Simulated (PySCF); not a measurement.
## Electronic structure of CdB (charge +1) in real space

```xyz
2

Cd    0.0000    0.0000   -0.2218
B     0.0000    0.0000    2.2952
```

Core potentials replace the inner electrons of Cd.

Theory: PBE0/cc-pVDZ(-PP), non-relativistic Hamiltonian with scalar-relativistic core potentials where named, at a bond length of 2.517 Å (PySCF).

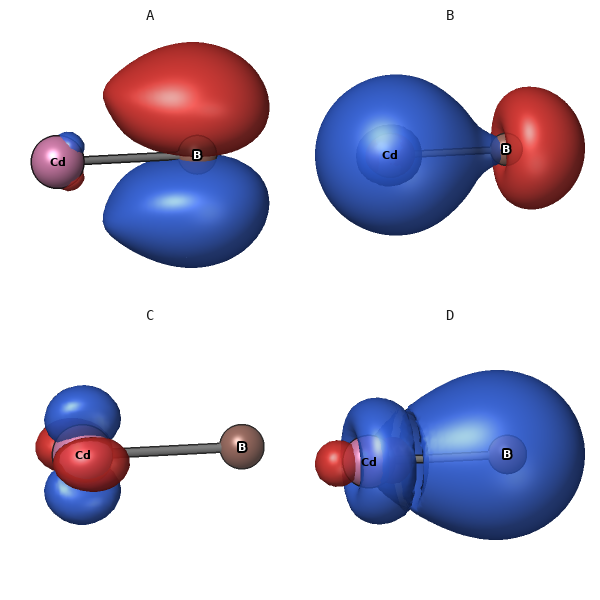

Figure 1. Four frontier orbitals, each drawn at the value that holds 80 % of its norm (blue and red are the two phases), in no order; of a degenerate pair one member is drawn.

Question: Label each orbital by symmetry, say whether it is occupied, and order them by energy.

Answer: Orbital C: δ, occupied, −21.00 eV; almost wholly on Cd.
Orbital D: σ, occupied, −17.82 eV; mainly on B (80 %).
Orbital B: σ, occupied, −12.71 eV; shared between the atoms (Cd 60 %, B 40 %).
Orbital A: π, empty, −8.96 eV; mainly on B (85 %).

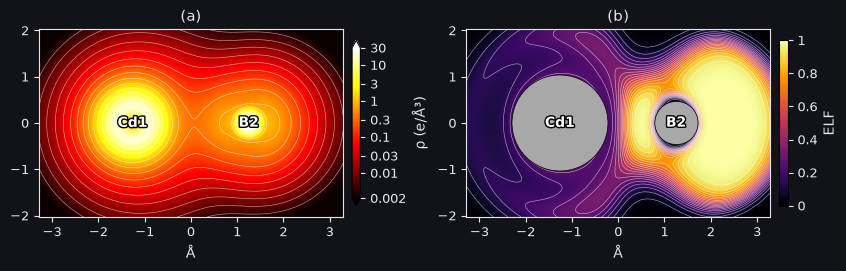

Figure 2. (a) electron density; (b) electron localisation function on a plane that holds the molecular axis. Grey discs cover the atomic cores in the ELF map.

Question: What does the map show?

Answer: The plane passes through Cd and B nuclei. Cd–B (2.52 Å): ρ is about 0.35 e/Å³ halfway; the ELF peaks at about 1 in the valence shell of B, 0.8 Å from its nucleus, and is about 0.40 at the midpoint. The ELF also peaks beside B2, away from the bonds: lone-pair regions.

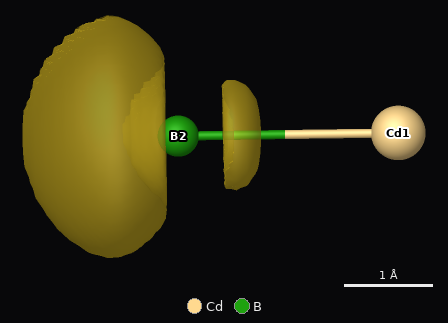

Figure 3. Isosurface of the electron localisation function at 0.9 (yellow), seen from one side. Core shells and regions of very low density are left out.

Question: Describe the localisation domains.

Answer: The surface consists of one lobe of the valence shell of B pointing towards Cd (polar bonds) and one lobe on B, pointing away from the bonds (lone pairs).
